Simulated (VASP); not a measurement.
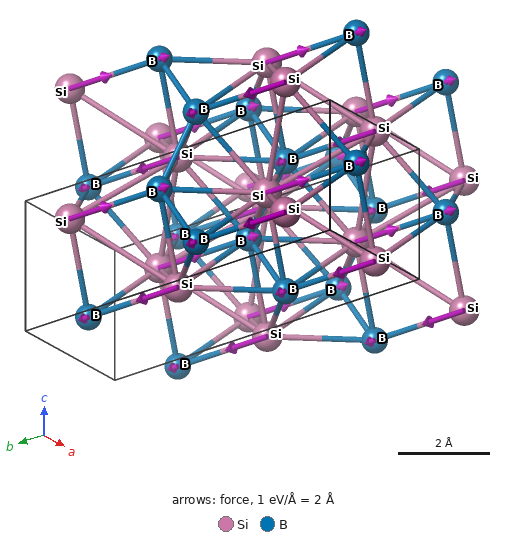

Starting geometry of a crystal of SiB (a generated structure, set up in Cmcm) with the computed forces as purple arrows. A ball-and-stick model of the conventional cell (2 times the calculation's cell), repeated 2 × 1 × 2 with one cell outlined, seen from a free direction. Lengths and directions refer to the drawn axes.

The run lets cell and atoms move.

Level of theory: Kohn-Sham DFT of a periodic cell, PBE, VASP PAW PBE potentials, recommended in VASP 6.6.1.

Input file:
```
ALGO     = Fast           # electronic algorithm
EDIFF    = 1E-4           # SCF threshold, eV
EDIFFG   = -0.08          # ionic threshold
ENCUT    = 520            # plane-wave cutoff, eV
GGA      = PE             # functional
IBRION   = 2              # ionic algorithm
ISIF     = 3              # what is computed and relaxed
ISMEAR   = 0              # smearing method
KPAR     = 2            
LASPH    = True           # aspherical terms in the spheres
LCHARG   = False          # write CHGCAR
LREAL    = False          # projectors in reciprocal space
LWAVE    = False          # write WAVECAR
NELM     = 60             # most SCF steps
NSW      = 24             # ionic steps
PREC     = Normal         # precision mode
SIGMA    = 0.15           # smearing width, eV
```

Run as
```bash
cat potpaw_PBE.64/Si/POTCAR potpaw_PBE.64/B/POTCAR > POTCAR
mpirun -np 2 vasp_std > vasp.out
```

> Is this structure relaxed? If not, where do the atoms go?

It isn't relaxed: the largest force vector, on Si atoms, is 0.60 eV/Å. The atoms end up moving mostly along the starting forces (cosine between the two patterns 0.97). The largest moves relative to the cell, 0.11 Å, are those of Si atoms. B stays in place. The volume changes by −9.3 %, with a 3.220 → 3.148 Å (−2.2 %), b 8.520 → 8.451 Å (−0.8 %), c 3.180 → 2.975 Å (−6.4 %). Some distances before and after: Si–Si 2.874 → 2.651 Å, B–Si 2.505 → 2.370 Å, B–B 1.890 → 1.800 Å, B–Si 2.378 → 2.323 Å. Among the angles between lasting bonds that change: B–Si–B 144.1° → 137.6°, B–Si–B 85.1° → 80.6°, B–Si–B 83.9° → 79.6°. The space group stays Cmcm (No. 63). After 8 geometry steps the energy has fallen by 0.326 eV per cell of the calculation. Largest force component: 0.6 eV/Å at the start, 0.058 eV/Å at the end. The pressure goes from −10.07 to 0.39 GPa.
